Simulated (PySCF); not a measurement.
# C3H8Si2: NMR shifts, electronic excitations and K edges in gas and solvents, part 2 of 2

PySCF 2.14.0. Atoms count from 0.

**5. TDDFT and polarisability: CAM-B3LYP/def2-SVPD**

What the job is given:

```
{"job": {"kind": "uv", "xc": "CAM-B3LYP", "basis": "def2-SVPD", "dynamic": true, "nstates": 6, "ntriplets": 0}, "charge": 0, "multiplicity": 1}
C      3.074593     0.803831    -0.392477
C      1.827090     0.154804    -0.036711
C      0.781484    -0.395940     0.264610
Si    -0.821450    -1.168571     0.676370
Si    -2.548159     0.164933    -0.186880
H      3.489168     1.356700     0.464908
H      2.926973     1.518746    -1.217046
H      3.825325     0.065320    -0.714512
H     -0.892651    -2.541029     0.086300
H     -0.964152    -1.290882     2.160151
H     -3.882186    -0.437151     0.126010
H     -2.485632     1.533099     0.413185
H     -2.409433     0.281424    -1.671145
```

Method: TDDFT CAM-B3LYP/def2-SVPD, vertical, gas phase, core orbitals frozen in the response.

The log of the run:

```text
coarse grid: 11472 points
cycle   1  E = -697.5966130040  dE =  1.400e-01  |g| = 3.160e-01  |ddm| = 7.301e+00
cycle   2  E = -697.6074629028  dE = -1.085e-02  |g| = 2.754e-01  |ddm| = 1.791e+00
cycle   3  E = -697.6262488705  dE = -1.879e-02  |g| = 9.045e-02  |ddm| = 5.140e-01
cycle   4  E = -697.6280579747  dE = -1.809e-03  |g| = 3.610e-02  |ddm| = 1.690e-01
cycle   5  E = -697.6284158902  dE = -3.579e-04  |g| = 3.706e-03  |ddm| = 8.322e-02
cycle   6  E = -697.6284201628  dE = -4.273e-06  |g| = 1.046e-03  |ddm| = 1.771e-02
final grid: 100456 points
cycle   7  E = -697.7281591428  dE = -1.297e-05  |g| = 1.415e-03  |ddm| = 1.106e-01
cycle   8  E = -697.7281594524  dE = -3.097e-07  |g| = 1.019e-03  |ddm| = 8.525e-03
cycle   9  E = -697.7281597510  dE = -2.986e-07  |g| = 9.661e-05  |ddm| = 1.880e-03
cycle  10  E = -697.7281597511  dE = -1.056e-10  |g| = 1.081e-04  |ddm| = 3.384e-04
cycle  11  E = -697.7281597541  dE = -2.998e-09  |g| = 1.488e-05  |ddm| = 1.609e-04
cycle  12  E = -697.7281597542  dE = -7.117e-11  |g| = 2.831e-06  |ddm| = 3.432e-05
converged SCF energy = -697.7281597542

Static polarisability (au): isotropic 96.897, principal 74.942 88.035 127.713

Singlet excitations
state   eV       nm        f      main configurations
  1   5.8011    213.7   0.00073   H->L+2 0.59, H-1->L 0.15
  2   6.0369    205.4   0.02152   H->L 0.36, H-1->L+2 0.36
  3   6.0634    204.5   0.00137   H-1->L 0.49, H->L+2 0.19, H-1->L+3 0.08
  4   6.8388    181.3   0.01204   H->L+1 0.75, H->L 0.08
  5   7.1235    174.0   0.00131   H-1->L+1 0.81, H-1->L 0.10
  6   7.2189    171.7   0.01931   H->L+3 0.68, H->L 0.14
```

Wall time 39 s (1 thread, shared host).

Frontier orbitals and where they lie:

```csv
orbital,eV,atoms
HOMO−3,-10.90,"Si4 29 %, H11 17 %, H12 17 %"
HOMO−2,-10.16,"Si3 24 %, Si4 22 %, C2 20 %"
HOMO−1,-9.05,"C2 38 %, C1 36 %, Si3 7 %"
HOMO,-8.69,"C2 27 %, C1 26 %, Si4 14 %"
LUMO,0.94,"Si4 25 %, Si3 17 %, C1 15 %"
LUMO+1,1.07,"Si3 21 %, C0 14 %, C1 14 %"
LUMO+2,1.15,"Si3 26 %, C2 18 %, C1 18 %"
```

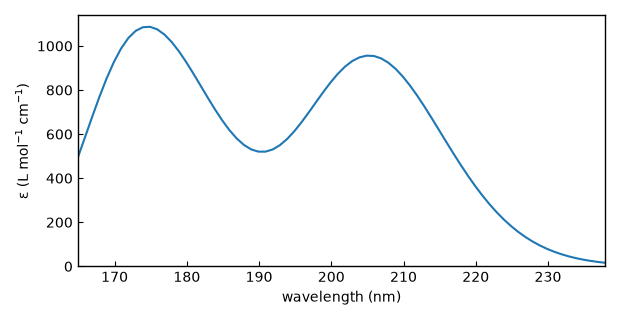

Absorption spectrum: each of the 6 states is a Gaussian band of 0.4 eV half-width at 1/e. Beyond the last state computed it falls off for lack of states.

Ground-state properties from the same run:

```csv
property,computed
dipole moment (D),1.56
polarisability (Å³),14.36
HOMO–LUMO gap (eV),9.63
−ε(HOMO) (eV),8.69
C6 with itself (au),3057
```

**6. Ultraviolet spectrum: CAM-B3LYP/def2-SVPD in cyclohexane**

Same as in step 5 but for these lines:

```diff
@@ -1,2 +1,2 @@
-{"job": {"kind": "uv", "xc": "CAM-B3LYP", "basis": "def2-SVPD", "dynamic": true, "nstates": 6, "ntriplets": 0}, "charge": 0, "multiplicity": 1}
+{"job": {"kind": "uv", "xc": "CAM-B3LYP", "basis": "def2-SVPD", "solvent": "cyclohexane", "nstates": 6, "ntriplets": 0}, "charge": 0, "multiplicity": 1}
 C      3.074593     0.803831    -0.392477
```

Method: TDDFT CAM-B3LYP/def2-SVPD, vertical, IEF-PCM cyclohexane (non-equilibrium linear response), core orbitals frozen in the response.

The log of the run:

```text
coarse grid: 11472 points
cycle   1  E = -697.5992000539  dE =  1.376e-01  |g| = 3.109e-01  |ddm| = 7.308e+00
cycle   2  E = -697.6112597427  dE = -1.206e-02  |g| = 2.597e-01  |ddm| = 1.766e+00
cycle   3  E = -697.6279873324  dE = -1.673e-02  |g| = 8.307e-02  |ddm| = 4.914e-01
cycle   4  E = -697.6295023063  dE = -1.515e-03  |g| = 3.414e-02  |ddm| = 1.597e-01
cycle   5  E = -697.6298210449  dE = -3.187e-04  |g| = 3.399e-03  |ddm| = 8.247e-02
cycle   6  E = -697.6298246921  dE = -3.647e-06  |g| = 9.841e-04  |ddm| = 1.617e-02
final grid: 100456 points
cycle   7  E = -697.7295605909  dE = -1.299e-05  |g| = 1.412e-03  |ddm| = 1.117e-01
cycle   8  E = -697.7295608891  dE = -2.982e-07  |g| = 1.031e-03  |ddm| = 8.528e-03
cycle   9  E = -697.7295611776  dE = -2.885e-07  |g| = 1.820e-04  |ddm| = 1.921e-03
cycle  10  E = -697.7295611813  dE = -3.660e-09  |g| = 1.490e-04  |ddm| = 4.462e-04
cycle  11  E = -697.7295611868  dE = -5.531e-09  |g| = 1.062e-05  |ddm| = 2.386e-04
cycle  12  E = -697.7295611869  dE = -4.900e-11  |g| = 2.589e-06  |ddm| = 3.374e-05
converged SCF energy = -697.7295611869

Static polarisability (au): isotropic 108.638, principal 84.474 99.325 142.114

Singlet excitations
state   eV       nm        f      main configurations
  1   5.8177    213.1   0.00117   H->L+2 0.61, H-1->L 0.14
  2   6.0392    205.3   0.03297   H->L 0.39, H-1->L+2 0.35
  3   6.0718    204.2   0.00198   H-1->L 0.52, H->L+2 0.18, H-1->L+3 0.09
  4   6.8171    181.9   0.02136   H->L+1 0.79
  5   7.1177    174.2   0.00161   H-1->L+1 0.83
  6   7.2226    171.7   0.05367   H->L+3 0.66, H->L 0.17
```

Wall time 34 s (1 thread, shared host).

This run: HOMO -8.68 eV, LUMO 0.96 eV; lowest singlet 5.82 eV.

**7. TDDFT and polarisability: CAM-B3LYP/def2-SVPD in dichloromethane**

Same as in step 6 but for these lines:

```diff
@@ -1,2 +1,2 @@
-{"job": {"kind": "uv", "xc": "CAM-B3LYP", "basis": "def2-SVPD", "solvent": "cyclohexane", "nstates": 6, "ntriplets": 0}, "charge": 0, "multiplicity": 1}
+{"job": {"kind": "uv", "xc": "CAM-B3LYP", "basis": "def2-SVPD", "solvent": "dichloromethane", "nstates": 6, "ntriplets": 0}, "charge": 0, "multiplicity": 1}
 C      3.074593     0.803831    -0.392477
```

Level: TDDFT CAM-B3LYP/def2-SVPD, vertical, IEF-PCM dichloromethane (non-equilibrium linear response), core orbitals frozen in the response.

The log of the run:

```text
coarse grid: 11472 points
cycle   1  E = -697.6019644368  dE =  1.350e-01  |g| = 3.060e-01  |ddm| = 7.317e+00
cycle   2  E = -697.6149736563  dE = -1.301e-02  |g| = 2.453e-01  |ddm| = 1.740e+00
cycle   3  E = -697.6299159070  dE = -1.494e-02  |g| = 7.668e-02  |ddm| = 4.706e-01
cycle   4  E = -697.6312015482  dE = -1.286e-03  |g| = 3.200e-02  |ddm| = 1.518e-01
cycle   5  E = -697.6314815864  dE = -2.800e-04  |g| = 3.192e-03  |ddm| = 8.216e-02
cycle   6  E = -697.6314848531  dE = -3.267e-06  |g| = 9.137e-04  |ddm| = 1.482e-02
final grid: 100456 points
cycle   7  E = -697.7312172801  dE = -1.301e-05  |g| = 1.419e-03  |ddm| = 1.129e-01
cycle   8  E = -697.7312175743  dE = -2.942e-07  |g| = 1.043e-03  |ddm| = 8.629e-03
cycle   9  E = -697.7312178597  dE = -2.854e-07  |g| = 2.045e-04  |ddm| = 2.012e-03
cycle  10  E = -697.7312178663  dE = -6.622e-09  |g| = 1.389e-04  |ddm| = 4.788e-04
cycle  11  E = -697.7312178711  dE = -4.775e-09  |g| = 1.038e-05  |ddm| = 2.369e-04
cycle  12  E = -697.7312178711  dE = -5.082e-11  |g| = 2.878e-06  |ddm| = 3.459e-05
converged SCF energy = -697.7312178711

Static polarisability (au): isotropic 124.833, principal 99.944 115.481 159.073

Singlet excitations
state   eV       nm        f      main configurations
  1   5.8404    212.3   0.00126   H->L+2 0.62, H-1->L 0.14
  2   6.0621    204.5   0.03475   H->L 0.40, H-1->L+2 0.35
  3   6.0975    203.3   0.00202   H-1->L 0.55, H->L+2 0.17, H-1->L+3 0.09
  4   6.8166    181.9   0.02112   H->L+1 0.81
  5   7.1330    173.8   0.00189   H-1->L+1 0.84
  6   7.2514    171.0   0.06986   H->L+3 0.66, H->L 0.17
```

Run time: 34 s. Hardware: 1 thread, shared host.

In short: HOMO -8.71 eV, LUMO 0.95 eV; lowest singlet 5.84 eV.

**8. Core excitations: BHandHLYP/def2-SVPD+aug-pcX-1+pcseg-1**

Same as in step 7 but for these lines:

```diff
@@ -1,2 +1,2 @@
-{"job": {"kind": "uv", "xc": "CAM-B3LYP", "basis": "def2-SVPD", "solvent": "dichloromethane", "nstates": 6, "ntriplets": 0}, "charge": 0, "multiplicity": 1}
+{"job": {"kind": "xas", "xc": "BHandHLYP", "basis": {"default": "aug-pcX-1", "H": "pcseg-1", "Si": "def2-SVPD"}}, "charge": 0, "multiplicity": 1}
 C      3.074593     0.803831    -0.392477
```

With the program's defaults for keys left out, this is: core-valence-separated TDA BHandHLYP/aug-pcX-1 H:pcseg-1 Si:def2-SVPD, K edges, non-relativistic, gas phase.

The log of the run:

```text
coarse grid: 11472 points
cycle   1  E = -697.6831857873  dE =  1.625e-01  |g| = 3.218e-01  |ddm| = 5.015e+00
cycle   2  E = -697.6987995327  dE = -1.561e-02  |g| = 2.524e-01  |ddm| = 1.199e+00
cycle   3  E = -697.7137884120  dE = -1.499e-02  |g| = 9.367e-02  |ddm| = 4.299e-01
cycle   4  E = -697.7155820882  dE = -1.794e-03  |g| = 4.284e-02  |ddm| = 1.659e-01
cycle   5  E = -697.7160691057  dE = -4.870e-04  |g| = 3.658e-03  |ddm| = 5.938e-02
cycle   6  E = -697.7160726367  dE = -3.531e-06  |g| = 1.066e-03  |ddm| = 8.832e-03
final grid: 100456 points
cycle   7  E = -697.7855515017  dE = -3.495e-05  |g| = 1.685e-03  |ddm| = 3.016e-02
cycle   8  E = -697.7855517741  dE = -2.724e-07  |g| = 9.133e-04  |ddm| = 4.575e-03
cycle   9  E = -697.7855520055  dE = -2.313e-07  |g| = 2.072e-04  |ddm| = 1.426e-03
cycle  10  E = -697.7855520151  dE = -9.670e-09  |g| = 8.947e-05  |ddm| = 4.080e-04
cycle  11  E = -697.7855520170  dE = -1.829e-09  |g| = 2.262e-05  |ddm| = 1.138e-04
cycle  12  E = -697.7855520171  dE = -1.407e-10  |g| = 4.568e-06  |ddm| = 4.599e-05
converged SCF energy = -697.7855520171

C K edge
   eV          f      from atoms
  283.022   0.04807   C2
  283.044   0.04833   C2
  283.372   0.05749   C1
  283.417   0.05691   C1
  285.498   0.00476   C2
  285.885   0.01125   C2
  286.029   0.00351   C0
  286.266   0.00074   C1
  286.302   0.01292   C0
  286.308   0.01288   C0
  286.465   0.00720   C2
  286.475   0.01002   C2
  286.520   0.00451   C2
  286.945   0.00329   C2
  287.043   0.00117   C2
  287.369   0.00033   C1
```

It took 18 s on 1 thread, shared host.

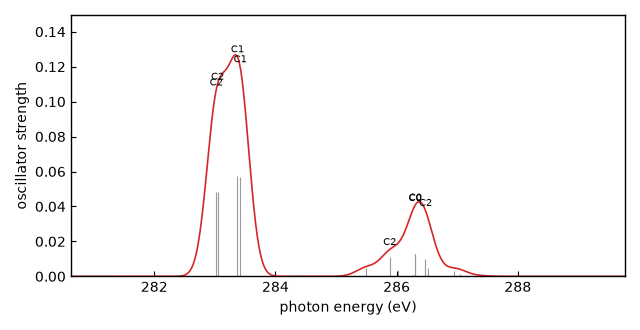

The C K edge. Lines are broadened to a width of 0.40 eV (Gaussian).

**9. Side by side: NMR shifts**

Shifts (ppm) of some atoms, chosen among heavy atoms and hydrogens apart, means over like atoms, with basis size and wall time:

```csv
run,C1,C2,C0,H8,H5,Si3,Si4,functions,time
PBE0/pcSseg-1 in cyclohexane,119.1,76.4,6.3,4.26,2.04,-98.0,-104.0,139,21 s
PBE0/pcSseg-1 in dichloromethane,121.6,75.8,6.4,4.25,2.12,-98.2,-103.6,139,19 s
```

The continuum's effect on the ground state:

```csv
solvent,ε,polarisation energy (Eh),μ (D)
cyclohexane,2.02,-0.0016,1.78
dichloromethane,8.93,-0.0038,1.92
```

**10. Comparing the runs: electronic excitations**

Excitations and ground-state properties, with basis size and wall time:

```csv
run,lowest singlet (eV),brightest (eV),f,gap (eV),α (Å³),μ (D),functions,time
CAM-B3LYP/def2-SVPD,5.80,6.04,0.022,9.63,14.36,1.56,172,39 s
CAM-B3LYP/def2-SVPD in cyclohexane,5.82,7.22,0.054,9.64,16.10,1.72,172,34 s
CAM-B3LYP/def2-SVPD in dichloromethane,5.84,7.25,0.070,9.66,18.50,1.85,172,34 s
```

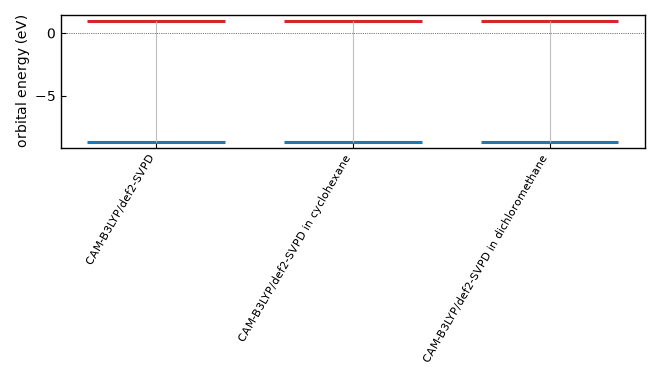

HOMO (blue) and LUMO (red) run by run.

The continuum's effect on the ground state:

```csv
solvent,ε,polarisation energy (Eh),μ (D)
cyclohexane,2.02,-0.0015,1.72
dichloromethane,8.93,-0.0035,1.85
```

**11. Results**

This closing draws on all 2 parts.

```
                                                                           quantity                                                  value
                                                                        point group                                                     C1
                                               rotational constants (main isotopes)                                   6.56, 1.16, 1.02 GHz
                                13C shifts against TMS (PBE0/pcSseg-1, cyclohexane)                                   119.1, 76.4, 6.3 ppm
1H shifts against TMS (PBE0/pcSseg-1, cyclohexane, means over atoms taken as alike)                                   4.26, 3.52, 2.04 ppm
                               29Si shifts against TMS (PBE0/pcSseg-1, cyclohexane)                                      -98.0, -104.0 ppm
                                               lowest singlet (CAM-B3LYP/def2-SVPD)                            5.80 eV (214 nm), f = 0.001
                                           brightest single state of those computed                            state 2, 6.04 eV, f = 0.022
                                                                           C K edge  first line 283.02 eV, strongest 283.37 eV (f = 0.057)
                                                           range of the shift of C1                                     119.1 to 121.6 ppm
                                                        range of the lowest singlet                                        5.80 to 5.84 eV
```

In words: The optimisation took 6 steps and gained 0.109 eV; among the close pairs (by a distance rule), Si3–Si4 changed most, from 2.309 to 2.346 Å. No frequency check was run at this level, so the end point may be a saddle. At PBE0/pcSseg-1: The widest tensor belongs to C1: span 290 ppm, with a paramagnetic part of -207 ppm. The lowest singlet, at 5.80 eV, is HOMO→LUMO+2 0.59, HOMO−1→LUMO 0.15 and is dark; of the 6 states computed, the strongest absorption comes from state 2 at 6.04 eV. At the C edge the strongest single line lifts a 1s electron of C1 into several orbitals, led by LUMO+2 (weight 0.65), 0.4 eV above the first line. Absolute edge energies from this method are off by several eV; spacings are better. Across the 2 runs the shift of C1 moves most, between 119.1 (PBE0/pcSseg-1 in cyclohexane) and 121.6 ppm (PBE0/pcSseg-1 in dichloromethane). The continuum holds electrostatics alone: no hydrogen bonds to the solvent, and the gas-phase geometry is kept. The lowest singlet runs from 5.80 eV (CAM-B3LYP/def2-SVPD) to 5.84 eV (CAM-B3LYP/def2-SVPD in dichloromethane), while the orbital gap spans 9.63 to 9.66 eV. The lowest state need not be the same one in every run.
